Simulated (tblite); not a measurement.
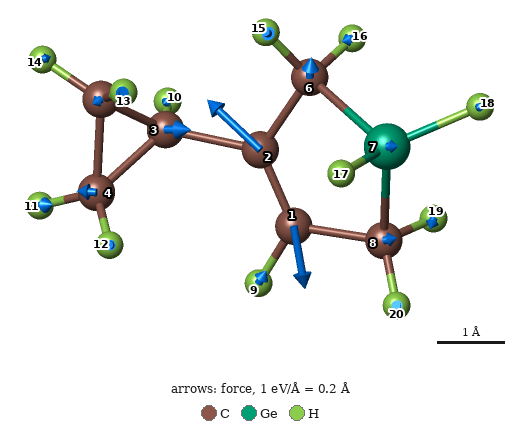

Starting geometry of C7H12Ge with the computed forces as blue arrows. A ball-and-stick model, seen at a tilt.

Method: tblite, GFN2-xTB geometry optimisation, gas phase. 

### Is this structure relaxed? If not, where do the atoms go?

It isn't relaxed: the largest force vector, on a C atom, is 5.68 eV/Å. The final displacements have little in common with the starting forces (cosine between the two patterns 0.08). The atom that moves furthest after the best rigid fit is an H atom (1.40 Å). Largest moves by element: H 1.40 Å, C 0.56 Å, Ge 0.55 Å. Some distances before and after: C–C 1.566 → 1.483 Å, C–C 1.266 → 1.327 Å, C–H 1.131 → 1.080 Å, C–C 1.469 → 1.510 Å. Bond angles that change, for instance: H–Ge–H 116.1° → 106.4°, Ge–C–H 104.0° → 113.0°, C–C–C 113.9° → 123.0°. Groups turn about C–C by about 35°, C–Ge by about 30°, C–Ge by about 25°. Over 141 geometry steps the energy falls by 76.1 kJ/mol.
